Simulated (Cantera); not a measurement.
Feed: 1 mol Cr, 1.8 mol H2O, 2.4 mol H2, 2.3 mol O2, at 10.0 mbar.

Equilibrium computed with Cantera from the NASA thermochemical tables; the gas is ideal and each condensed phase is pure. Candidate condensed phases: Cr, Cr2O3, H2O; 13 gas species. Gases not in the tables: CrO2(OH)2. Equilibrium is a limit: real reactors are often held back by kinetics, nucleation or transport.

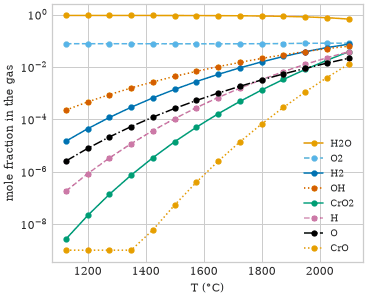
Figure. Equilibrium gas composition (values under 1e-9 drawn at 1e-9)

From 1125 °C to 2100 °C the condensed part is Cr2O3(s).
